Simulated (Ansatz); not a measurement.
**BSi₂H+ (doublet): the correlation ladder, cc-pVTZ**

How much of the correlation energy of BSi₂H+ (doublet) does each wave-function method recover here?

The runs use Ansatz 0.2.0, Gaussian basis; cc-pVTZ, core rule «outside noble gas», up to 11 orbitals frozen.

To be run: UHF; CCSD(T) on ROHF; CCSD(T) on UHF; BCCD(T) on ROHF; CCSDT(Q) on ROHF; CCSDT(Q) on UHF.

3 further runs of the same task are left out: 3 set aside as unsound or not needed. Runs told in other sessions of the task aren't counted.

## 1. The geometry

The geometry is a PBE0/def2-TZVP stationary point (not a proven minimum) of the parent state, kept for this charge and spin.

4 atoms, charge 1, spin multiplicity 2.

Atoms are counted from 1 here; the program's logs count them from 0.

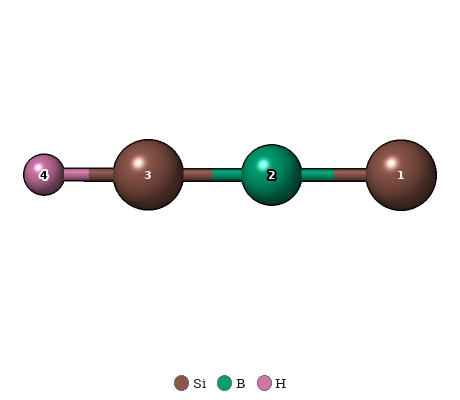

The structure; silicon brown, boron teal, hydrogen pink; atoms are numbered from 1 in the order of the file.

As a file:

```xyz
4

Si    0.00000    0.00000   -2.62260
B     0.00000    0.00000   -0.78610
Si    0.00000    0.00000    0.96550
H     0.00000    0.00000    2.44320
```

In the tables R marks a restricted open-shell determinant and U an unrestricted one; energies count from the table's Hartree-Fock row.

## 2. UHF

The input, in.yaml:

```yaml
crystal:
  periodic: [false, false, false]
  atoms:
    - {symbol: Si, position_ang: [0.000000, 0.000000, -2.622600]}
    - {symbol: B, position_ang: [0.000000, 0.000000, -0.786100]}
    - {symbol: Si, position_ang: [0.000000, 0.000000, 0.965500]}
    - {symbol: H, position_ang: [0.000000, 0.000000, 2.443200]}
basis:
  gaussian: {orbitals: cc-pVTZ}
total_charge: 1
magnetization: {spin_polarized: true, initial_magnetization: 1}
hamiltonian: {xc: hf}
output: {orbitals: {seedname: orbitals}}
```

Started as:

```bash
$ ansatz run in.yaml --threads 1 --pin off --events-out ev --progress --plain --max-ram 3968MiB --backend cpu
```

The program printed:

```text
Functional definition: HF
  name "HF"
  cite "Fock, Z. Phys. 61, 126 (1930) doi:10.1007/BF01340294"
  parent pbe
  exchange = exact_x
  correlation = 0
1023 factors; their error is unknown
mean field evaluation 1: about -16393.3641 eV, gradient 2.6e1 eV
mean field evaluation 2: about -16395.2311 eV, gradient 2.0e1 eV
mean field evaluation 4: about -16398.5085 eV, gradient 2.7e0 eV
mean field evaluation 8: about -16398.5362 eV, gradient 4.3e-1 eV
mean field evaluation 16: about -16400.2413 eV, gradient 1.8e-1 eV
mean field evaluation 32: about -16400.3223 eV, gradient 1.5e-1 eV
mean field evaluation 64: about -16393.3641 eV, gradient 2.6e1 eV
mean field evaluation 96: about -16400.7051 eV, gradient 5.6e-1 eV
mean field evaluation 128: about -16394.6169 eV, gradient 1.3e1 eV
mean field evaluation 160: about -16398.6037 eV, gradient 5.6e0 eV
mean field evaluation 192: about -16400.5226 eV, gradient 5.4e-1 eV
mean field evaluation 224: about -16400.6728 eV, gradient 5.1e-1 eV
mean field evaluation 256: about -16397.6651 eV, gradient 7.0e0 eV
mean field evaluation 288: about -16398.6666 eV, gradient 3.5e-1 eV
mean field evaluation 320: about -16398.9397 eV, gradient 4.7e-2 eV
mean field evaluation 352: about -16392.5909 eV, gradient 7.6e0 eV
mean field -16400.75733488 eV, -602.7167152242 hartree, gradient 1.4e-5 eV, S^2 1.555878; 9 other end points of the search recorded, 0 dependent functions left out
reference -16400.75733488 eV, -602.7167152242 hartree; 17, 16 occupied and 95, 96 virtual orbitals, 1023 factors
Total energy: -16400.75733488 eV, -602.7167152242 hartree
```

Run time: 20 s. Hardware: 1 thread of AMD EPYC 7R13, shared host; peak memory 0.32 GiB.

From the report: ⟨S²⟩ of the determinant 1.556 (pure doublet: 0.75). The determinant of HF (⟨S²⟩ 1.56) is far from a pure spin state, so its energy mixes those of several spin states; that is harmless only where they are near-degenerate.

## 3. CCSD(T) on ROHF

Changes to in.yaml since step 2:

```diff
@@ -10,4 +10,3 @@
 total_charge: 1
-magnetization: {spin_polarized: true, initial_magnetization: 1}
-hamiltonian: {xc: hf}
-output: {orbitals: {seedname: orbitals}}
+magnetization: {spin_polarized: false, initial_magnetization: 1}
+correlation: {method: ccsd_t, electrons: outside_noble_gas}
```

Started as:

```bash
$ ansatz run in.yaml --threads 2 --pin off --events-out ev --progress --plain --max-ram 23808MiB --backend cuda --devices 0, --max-vram 18GiB
```

The program printed (excerpt; [...] marks lines left out):

```text
Functional definition: HF
  name "HF"
  cite "Fock, Z. Phys. 61, 126 (1930) doi:10.1007/BF01340294"
  parent pbe
[...]
670 factors; integrals over basis functions are off by at most 1.4e-3 eV
[...]
mean field -16400.43690484 eV, -602.7049396376 hartree, gradient 2.8e-6 eV, S^2 0.750000; 13 other end points of the search recorded, 0 dependent functions left out
[...]
determinant -16400.43690484 eV, -602.7049396376 hartree, with singles and doubles -16408.57976470 eV, -603.0041842180 hartree
determinant -16398.79981520 eV, -602.6447777028 hartree, with singles and doubles -16407.57363477 eV, -602.9672096248 hartree
determinant -16398.17538041 eV, -602.6218301474 hartree, with singles and doubles -16406.16890703 eV, -602.9155868328 hartree
determinant -16397.51329194 eV, -602.5974988449 hartree, with singles and doubles -16405.97558403 eV, -602.9084823435 hartree
determinant -16394.76812224 eV, -602.4966157192 hartree, with singles and doubles -16404.08200875 eV, -602.8388947354 hartree
unrestricted determinant -16400.75789352 eV, -602.7167357540 hartree, S^2 1.5559
11 core orbitals not correlated: weight in the atoms' cores, before any rotation towards them, 1.000 or more for the frozen orbitals, at most 0.000 for the correlated occupied ones
reference -16400.43690484 eV, -602.7049396376 hartree; 6, 5 occupied and 95, 96 virtual orbitals, 670 factors
second order -6.97949213 eV of doubles, -0.03914709 eV of singles
cycle   1  -7.96547342 eV  change   -4.1e-1 eV  update   2.8e-2
[...]
cycle  11  -7.99206061 eV  change   -4.2e-6 eV  update   1.2e-5
perturbative correction -0.52144560 eV, -0.0191627723 hartree
Total energy: -16408.95041105 eV, -603.0178052201 hartree
```

It took 12 s on 1 × H100 (card shared with other runs) with 2 threads of AMD EPYC 7R13, shared host; peak host memory 0.83 GiB.

From the report: correlation -8.5135 eV; T1 0.024; largest double amplitude 0.12.

## 4. CCSD(T) on UHF

Changes to in.yaml since step 3:

```diff
@@ -10,3 +10,3 @@
 total_charge: 1
-magnetization: {spin_polarized: false, initial_magnetization: 1}
+magnetization: {spin_polarized: true, initial_magnetization: 1}
 correlation: {method: ccsd_t, electrons: outside_noble_gas}
```

The command is unchanged.

The program printed (excerpt; [...] marks lines left out):

```text
Functional definition: HF
  name "HF"
  cite "Fock, Z. Phys. 61, 126 (1930) doi:10.1007/BF01340294"
  parent pbe
[...]
670 factors; integrals over basis functions are off by at most 1.4e-3 eV
[...]
mean field -16400.75789352 eV, -602.7167357540 hartree, gradient 2.8e-6 eV, S^2 1.555878; 36 other end points of the search recorded, 0 dependent functions left out
determinant -16400.75789352 eV, -602.7167357540 hartree, with singles and doubles -16408.44806546 eV, -602.9993443602 hartree
determinant -16400.71086043 eV, -602.7150073199 hartree, with singles and doubles -16408.47497300 eV, -603.0003331938 hartree
determinant -16400.70421980 eV, -602.7147632811 hartree, with singles and doubles -16408.49285191 eV, -603.0009902317 hartree
determinant -16400.24188001 eV, -602.6977726072 hartree, with singles and doubles -16407.58514419 eV, -602.9676325883 hartree
[...]
determinant -16397.98334527 eV, -602.6147729863 hartree, with singles and doubles -16404.82874988 eV, -602.8663369659 hartree
determinant -16400.75789352 eV, -602.7167357540 hartree, with singles and doubles -16408.39108204 eV, -602.9972502581 hartree
determinant -16400.71086043 eV, -602.7150073199 hartree, with singles and doubles -16408.39643314 eV, -602.9974469073 hartree
determinant -16400.70421980 eV, -602.7147632811 hartree, with singles and doubles -16408.39873965 eV, -602.9975316700 hartree
11 core orbitals not correlated: weight in the atoms' cores, before any rotation towards them, 1.000 or more for the frozen orbitals, at most 0.000 for the correlated occupied ones
reference -16400.70421980 eV, -602.7147632811 hartree; 6, 5 occupied and 95, 96 virtual orbitals, 670 factors
second order -6.27073003 eV of doubles, -0.00000000 eV of singles
cycle   1  -7.69451863 eV  change    1.2e-6 eV  update   4.5e-6
perturbative correction -0.49685893 eV, -0.0182592290 hartree
Total energy: -16408.89559736 eV, -603.0157908542 hartree
```

It took 17 s on 1 × H100 (card shared with other runs) with 2 threads of AMD EPYC 7R13, shared host; peak host memory 0.86 GiB.

From the report: ⟨S²⟩ of the determinant 1.298 (pure doublet: 0.75); correlation -8.1914 eV; T1 0.081; largest double amplitude 0.13. The determinant of CCSD(T) (⟨S²⟩ 1.30) is far from a pure spin state, so its energy mixes those of several spin states; high orders of coupled cluster remove much of that, low ones don't.

## 5. BCCD(T) on ROHF

Changes to in.yaml since step 4:

```diff
@@ -10,3 +10,3 @@
 total_charge: 1
-magnetization: {spin_polarized: true, initial_magnetization: 1}
-correlation: {method: ccsd_t, electrons: outside_noble_gas}
+magnetization: {spin_polarized: false, initial_magnetization: 1}
+correlation: {method: bccd_t, electrons: outside_noble_gas}
```

Launched as before.

The program printed (excerpt; [...] marks lines left out):

```text
Functional definition: HF
  name "HF"
  cite "Fock, Z. Phys. 61, 126 (1930) doi:10.1007/BF01340294"
  parent pbe
[...]
670 factors; integrals over basis functions are off by at most 1.4e-3 eV
[...]
mean field -16400.43690484 eV, -602.7049396376 hartree, gradient 2.8e-6 eV, S^2 0.750000; 13 other end points of the search recorded, 0 dependent functions left out
[...]
determinant -16400.43690484 eV, -602.7049396376 hartree, with singles and doubles -16408.57976470 eV, -603.0041842180 hartree
determinant -16398.79981520 eV, -602.6447777028 hartree, with singles and doubles -16407.57363477 eV, -602.9672096248 hartree
determinant -16398.17538041 eV, -602.6218301474 hartree, with singles and doubles -16406.16890703 eV, -602.9155868328 hartree
determinant -16397.51329194 eV, -602.5974988449 hartree, with singles and doubles -16405.97558403 eV, -602.9084823435 hartree
determinant -16394.76812224 eV, -602.4966157192 hartree, with singles and doubles -16404.08200875 eV, -602.8388947354 hartree
unrestricted determinant -16400.75789352 eV, -602.7167357540 hartree, S^2 1.5559
11 core orbitals not correlated: weight in the atoms' cores, before any rotation towards them, 1.000 or more for the frozen orbitals, at most 0.000 for the correlated occupied ones
reference -16400.43690484 eV, -602.7049396376 hartree; 6, 5 occupied and 95, 96 virtual orbitals, 670 factors
second order -6.97949213 eV of doubles, -0.03914709 eV of singles
cycle   1  -7.95210910 eV  change   -3.9e-1 eV  update   2.9e-2
[...]
cycle  15  -7.97418194 eV  change    4.5e-6 eV  update   8.2e-6
perturbative correction -0.54124213 eV, -0.0198902815 hartree
Total energy: -16408.95232892 eV, -603.0178757003 hartree
```

It took 29 s on 1 × H100 (card shared with other runs) with 2 threads of AMD EPYC 7R13, shared host; peak host memory 0.85 GiB.

From the report: correlation -8.5154 eV; largest double amplitude 0.12.

## 6. CCSDT(Q) on ROHF

Changes to in.yaml since step 5:

```diff
@@ -11,2 +11,2 @@
 magnetization: {spin_polarized: false, initial_magnetization: 1}
-correlation: {method: bccd_t, electrons: outside_noble_gas}
+correlation: {method: ccsdt_q, electrons: outside_noble_gas}
```

Same command.

The program printed (excerpt; [...] marks lines left out):

```text
Functional definition: HF
  name "HF"
  cite "Fock, Z. Phys. 61, 126 (1930) doi:10.1007/BF01340294"
  parent pbe
[...]
1313 factors; integrals over basis functions are off by at most 1.9e-7 eV
[...]
mean field -16400.43691191 eV, -602.7049398973 hartree, gradient 2.6e-6 eV, S^2 0.750000; 13 other end points of the search recorded, 0 dependent functions left out
[...]
determinant -16400.43691191 eV, -602.7049398973 hartree, with singles and doubles -16408.57978823 eV, -603.0041850827 hartree
determinant -16398.79982308 eV, -602.6447779924 hartree, with singles and doubles -16407.57365632 eV, -602.9672104168 hartree
determinant -16398.17538731 eV, -602.6218304011 hartree, with singles and doubles -16406.16893086 eV, -602.9155877086 hartree
determinant -16397.51329812 eV, -602.5974990721 hartree, with singles and doubles -16405.97560712 eV, -602.9084831918 hartree
determinant -16394.76813056 eV, -602.4966160253 hartree, with singles and doubles -16404.08203176 eV, -602.8388955809 hartree
unrestricted determinant -16400.75790121 eV, -602.7167360367 hartree, S^2 1.5559
11 core orbitals not correlated: weight in the atoms' cores, before any rotation towards them, 1.000 or more for the frozen orbitals, at most 0.000 for the correlated occupied ones
reference -16400.43691191 eV, -602.7049398973 hartree; 6, 5 occupied and 95, 96 virtual orbitals, 1313 factors
second order -6.97951438 eV of doubles, -0.03914710 eV of singles
cycle   1  -7.57988008 eV  change   -5.6e-1 eV  update   1.2e-1
[...]
cycle  25  -8.57185824 eV  change    2.5e-7 eV  update   5.0e-7
perturbative correction -0.05555083 eV, -0.0020414554 hartree
Total energy: -16409.06432098 eV, -603.0219913328 hartree
```

It took 56 s on 1 × H100 (card shared with other runs) with 2 threads of AMD EPYC 7R13, shared host; peak host memory 1.2 GiB.

From the report: correlation -8.6274 eV; T1 0.028; largest double amplitude 0.16.

## 7. CCSDT(Q) on UHF

Changes to in.yaml since step 6:

```diff
@@ -10,3 +10,3 @@
 total_charge: 1
-magnetization: {spin_polarized: false, initial_magnetization: 1}
+magnetization: {spin_polarized: true, initial_magnetization: 1}
 correlation: {method: ccsdt_q, electrons: outside_noble_gas}
```

Launched as before.

The program printed (excerpt; [...] marks lines left out):

```text
Functional definition: HF
  name "HF"
  cite "Fock, Z. Phys. 61, 126 (1930) doi:10.1007/BF01340294"
  parent pbe
[...]
1313 factors; integrals over basis functions are off by at most 1.9e-7 eV
[...]
mean field -16400.75790121 eV, -602.7167360367 hartree, gradient 2.5e-6 eV, S^2 1.555879; 34 other end points of the search recorded, 0 dependent functions left out
determinant -16400.75790121 eV, -602.7167360367 hartree, with singles and doubles -16408.44809472 eV, -602.9993454354 hartree
determinant -16400.71086811 eV, -602.7150076018 hartree, with singles and doubles -16408.47501959 eV, -603.0003349061 hartree
determinant -16400.70422735 eV, -602.7147635585 hartree, with singles and doubles -16408.49288827 eV, -603.0009915679 hartree
determinant -16400.24188854 eV, -602.6977729206 hartree, with singles and doubles -16407.58521756 eV, -602.9676352847 hartree
[...]
determinant -16400.75790121 eV, -602.7167360367 hartree, with singles and doubles -16408.39106945 eV, -602.9972497952 hartree
determinant -16400.71086811 eV, -602.7150076018 hartree, with singles and doubles -16408.39642011 eV, -602.9974464284 hartree
determinant -16400.70422735 eV, -602.7147635585 hartree, with singles and doubles -16408.39872684 eV, -602.9975311991 hartree
11 core orbitals not correlated: weight in the atoms' cores, before any rotation towards them, 1.000 or more for the frozen orbitals, at most 0.000 for the correlated occupied ones
reference -16400.70422735 eV, -602.7147635585 hartree; 6, 5 occupied and 95, 96 virtual orbitals, 1313 factors
second order -6.27074868 eV of doubles, -0.00000000 eV of singles
cycle   1  -7.02036947 eV  change   -7.5e-1 eV  update   1.2e-1
[...]
cycle  31  -8.30165580 eV  change    5.9e-7 eV  update   3.3e-7
perturbative correction -0.07027543 eV, -0.0025825745 hartree
Total energy: -16409.07615859 eV, -603.0224263567 hartree
```

Wall time 88 s (1 × H100 (card shared with other runs) with 2 threads of AMD EPYC 7R13, shared host); peak host memory 1.1 GiB.

From the report: ⟨S²⟩ of the determinant 1.298 (pure doublet: 0.75); correlation -8.3719 eV; T1 0.104; largest double amplitude 0.19. The determinant of CCSDT(Q) (⟨S²⟩ 1.30) is far from a pure spin state, so its energy mixes those of several spin states; high orders of coupled cluster remove much of that, low ones don't.

## 8. All levels against the top one

No level here is safe as a reference; RCCSDT(Q) serves as a yardstick only. Rows without a time are mean-field rows or come out of runs for another level: lower rungs of the coupled-cluster runs, or the Hartree-Fock search.

Differences are taken before rounding.

```tsv
method	energy from the lowest ROHF (kJ/mol)	from RCCSDT(Q) (kJ/mol)	time
ROHF	0.0	+832.4	
UHF	-30.9	+801.5	20 s
RMP2	-677.2	+155.2	
UMP2	-630.8	+201.6	
RCCSD	-771.1	+61.3	
UCCSD	-768.2	+64.2	
RCCSD(T)	-821.4	+11.0	12 s (GPU)
UCCSD(T)	-816.1	+16.3	17 s (GPU)
BCCD(T)	-821.6	+10.8	29 s (GPU)
RCCSDT	-827.1	+5.4	
UCCSDT	-826.8	+5.6	
RCCSDT(Q)	-832.4	0	56 s (GPU)
UCCSDT(Q)	-833.6	-1.1	88 s (GPU)
```

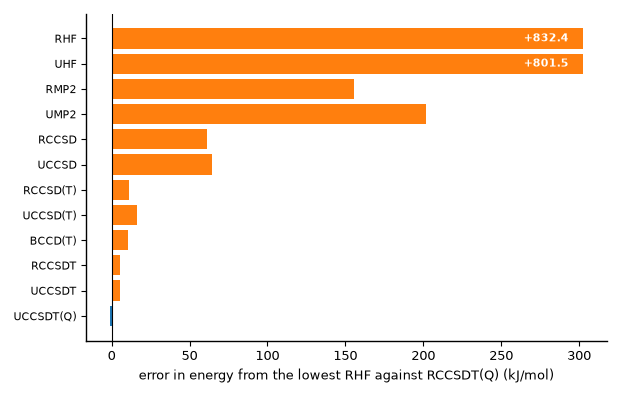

Error of each method against RCCSDT(Q). Bars with a number in them are cut short.

Some runs used a GPU and others CPU threads alone; cost is compared among the GPU runs only.

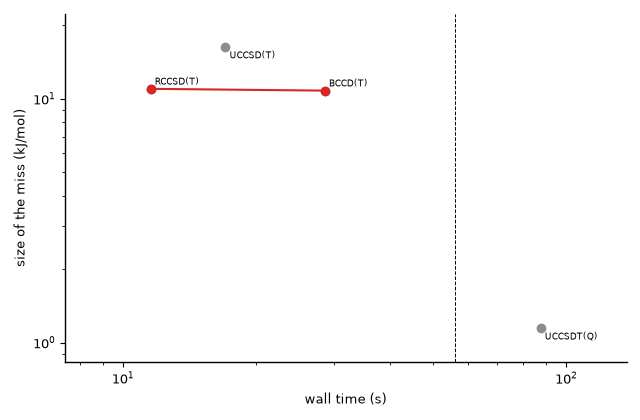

Accuracy for the time spent; red marks the levels that beat every quicker one drawn (of those quicker than the yardstick), and the dashed line is the time of RCCSDT(Q). Times are from a shared host.

## 9. Results

| quantity | value |
| --- | --- |
| RCCSDT(Q) from the ROHF energy | -8.6274 eV |
| RMP2 from RCCSDT(Q) | +155.2 kJ/mol |
| UMP2 from RCCSDT(Q) | +201.6 kJ/mol |
| RCCSD from RCCSDT(Q) | +61.3 kJ/mol |
| RCCSD(T) from RCCSDT(Q) | +11.0 kJ/mol |
| UCCSD(T) from RCCSDT(Q) | +16.3 kJ/mol |
| UCCSDT(Q) from RCCSDT(Q) | -1.1 kJ/mol |
| T1 diagnostic | 0.024 |

What this shows: RCCSD(T) lands +11.0 kJ/mol from the yardstick (1.3 % of the correlation energy). CCSD(T) misses by +11.0 kJ/mol on the restricted determinant and by +16.3 kJ/mol on the unrestricted one; the two need not hold the same state or core. Coupled cluster took another determinant than the lowest Hartree-Fock one. Warnings: spin contamination; coupled cluster took another determinant than the lowest.
